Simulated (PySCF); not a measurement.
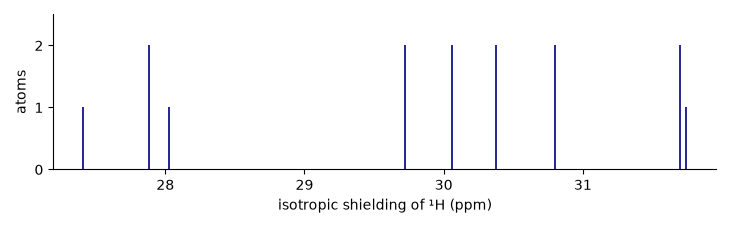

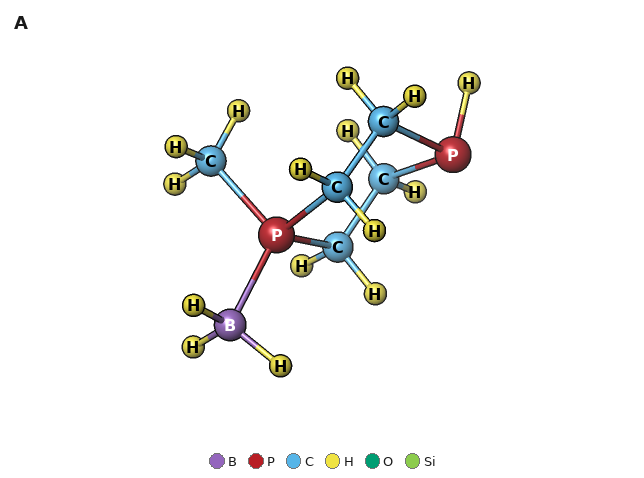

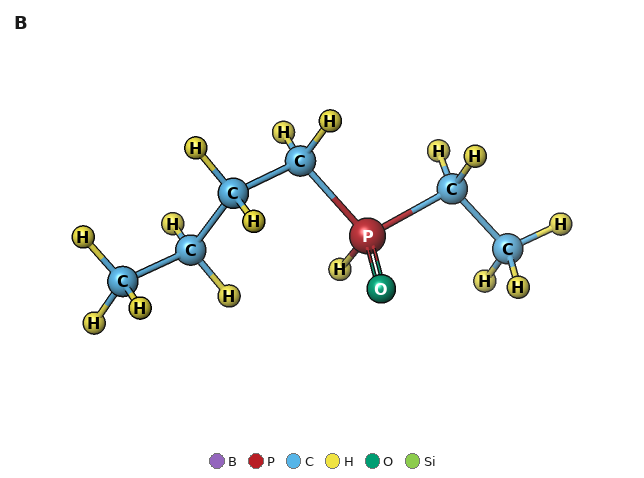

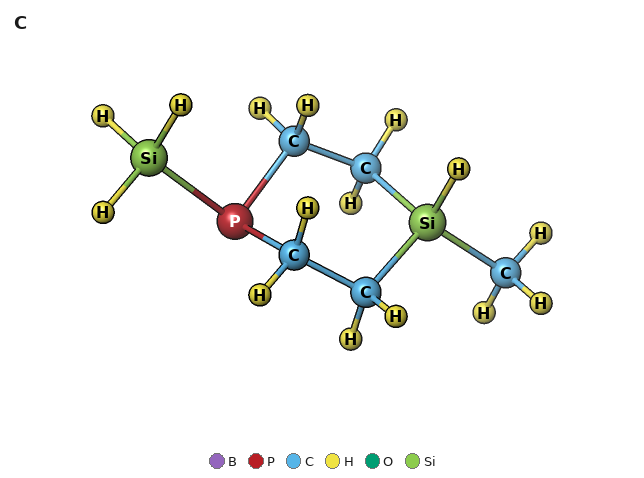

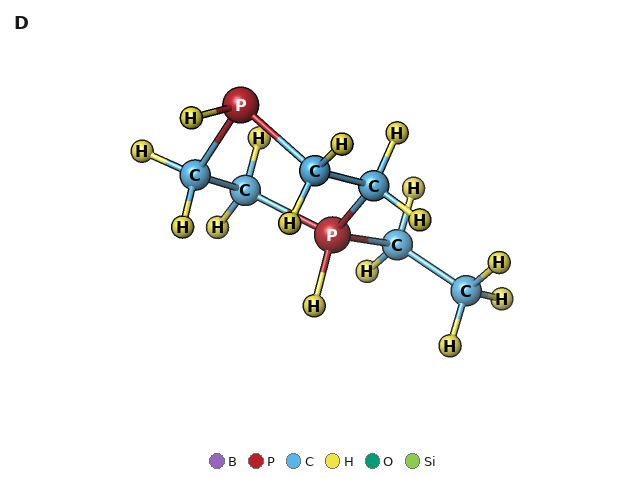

The sticks are computed shieldings of one of the molecules, for one fixed geometry (GFN2-xTB) without averaging over rotations. Low shielding means a high chemical shift. Method: GIAO PBE0/pcSseg-1 NMR shielding, non-relativistic, gas phase (PySCF 2.14.0).

Match the spectrum to a structure.

Answer. C, `C[SiH]1CCP([SiH3])CC1`. Its 15 H atoms give lines at 27.41, 27.88 (2 atoms), 28.02, 29.72 (2 atoms), 30.06 (2 atoms), 30.38 (2 atoms), 30.80 (2 atoms), 31.70 (2 atoms), 31.74 ppm.

The geometry is semi-empirical. Around B, P, Si such bond lengths and angles can be off by a tenth of an ångström or more and by several degrees, and values that hang on the shape move with them.
